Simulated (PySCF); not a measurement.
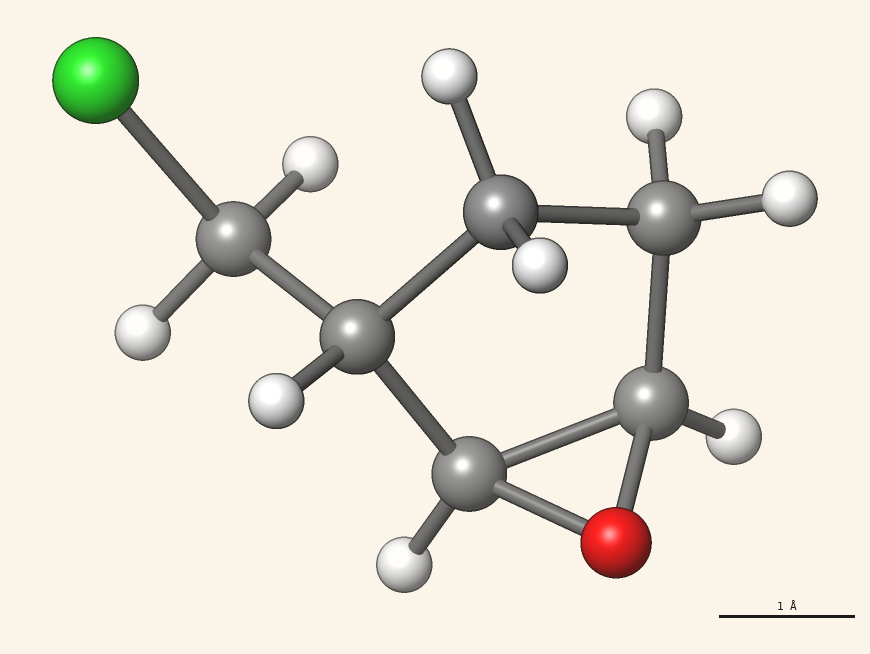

Ball-and-stick drawing of a structure. Every bond is drawn as one stick, whatever its order. Colours: chlorine green, carbon grey, oxygen red, hydrogen white.

Computed geometry: GFN2-xTB optimisation. No frequency run is at hand to confirm it as a minimum.

> What is the molecular formula?

C₆H₉ClO, 17 atoms: 6 carbon, 9 hydrogen, 1 chlorine and 1 oxygen.

> Which point group does it belong to?

C1.

> How many bonds of each kind are drawn?

9 C–H, 6 C–C, 2 C–O, 1 C–Cl.

> Name some functional groups or characteristic bonds that it holds.

Among them: ether, C–Cl bond.

More results for the same structure follow; atom numbers are the same in all pictures, views and colours differ.

Electronic properties

No frequency run is at hand to confirm it as a minimum. Method: PBE0/def2-SVPD, gas phase (PySCF 2.14.0). Excitations: vertical, linear response.

> What is the HOMO–LUMO gap?

8.25 eV.

> Estimate the HOMO energy (Kohn–Sham orbital).

−7.89 eV.

> Estimate the lowest vertical singlet excitation.

7.15 eV.

> What is the dipole moment?

1.88 D.

NMR shielding

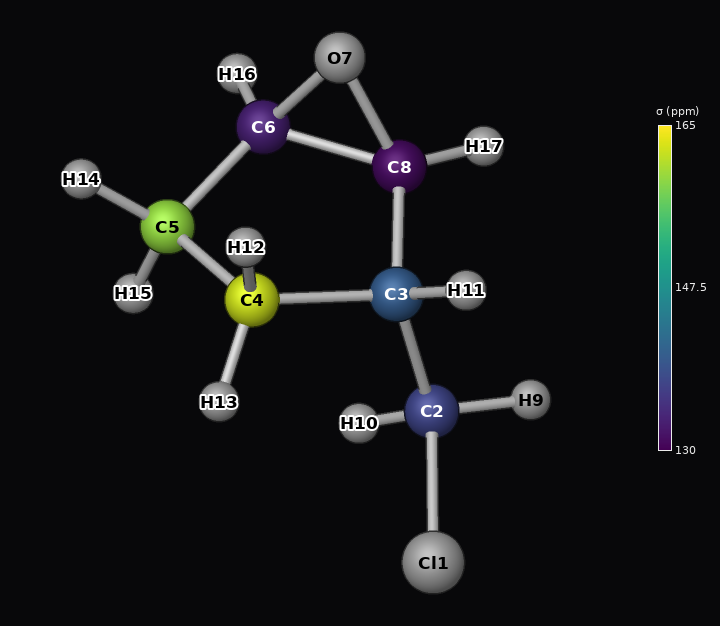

Atoms are coloured by their isotropic NMR shieldings (C only, the others grey). No frequency run is at hand to confirm it as a minimum. Method: GIAO PBE0/pcSseg-1 NMR shielding, non-relativistic, gas phase (PySCF 2.14.0).

Give the isotropic NMR shieldings of the C atoms atom by atom.

```
atom  σ (ppm)
  C2    137.3
  C3    140.1
  C4    162.4
  C5    159.3
  C6    133.2
  C8    131.2
```

Charges

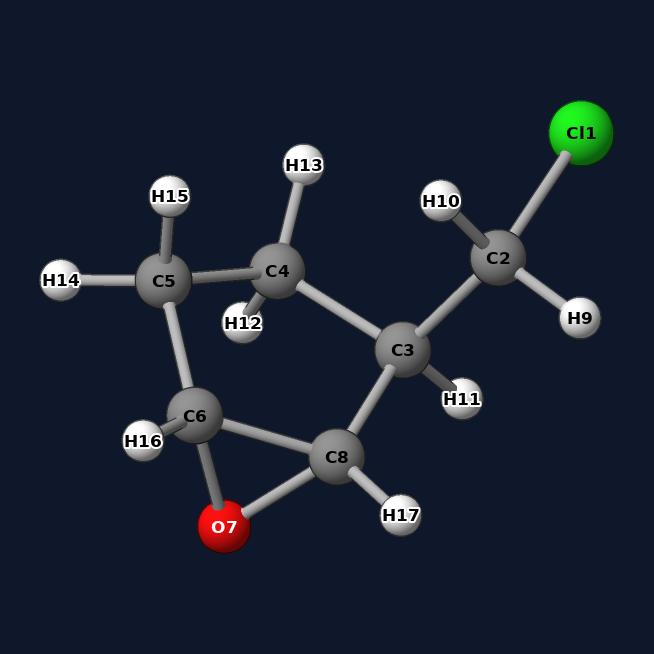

The questions are on ESP-fitted charges. No frequency run is at hand to confirm it as a minimum. Level of theory: PBE0/pcSseg-1, gas phase (PySCF 2.14.0).

> Which atom carries the highest charge (most positive or least negative)?

C3 (0.26 e).

> And the lowest?

C2 (−0.56 e).

Give the ESP-fitted charges atom by atom.

```
atom  value (e)
 Cl1      −0.11
  C2      −0.56
  C3       0.26
  C4      −0.31
  C5      −0.01
  C6      −0.01
  O7      −0.26
  C8      −0.13
  H9       0.23
 H10       0.25
 H11       0.07
 H12       0.11
 H13       0.11
 H14       0.07
 H15       0.04
 H16       0.11
 H17       0.14
```

Ring current

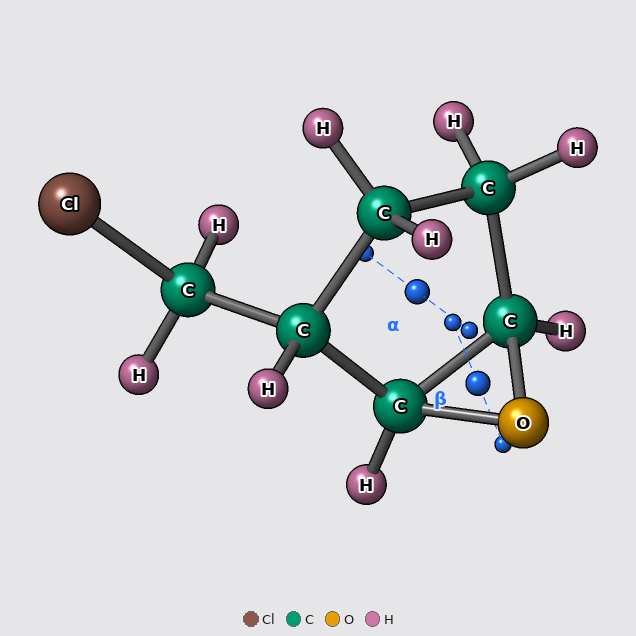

The small points mark where nucleus-independent chemical shifts (NICS) were computed: at the centre of each lettered ring and 1 Å above and below it. No frequency run is at hand to confirm it as a minimum. Method: GIAO PBE0/pcSseg-1 NMR shielding, non-relativistic, gas phase (PySCF 2.14.0).

Give NICS(0), NICS(1) and the out-of-plane component NICS(1)zz for each ring (means of the two sides).

```
ring  members  NICS(0)  NICS(1)  NICS(1)zz
   α       C5     −9.3     −5.6       −4.1
   β      C2O    −48.8     −7.7      −25.0
```

Values in ppm.

> What do the values say about the ring currents?

Ring α: weak, as in a non-aromatic ring. NICS is one index among several.
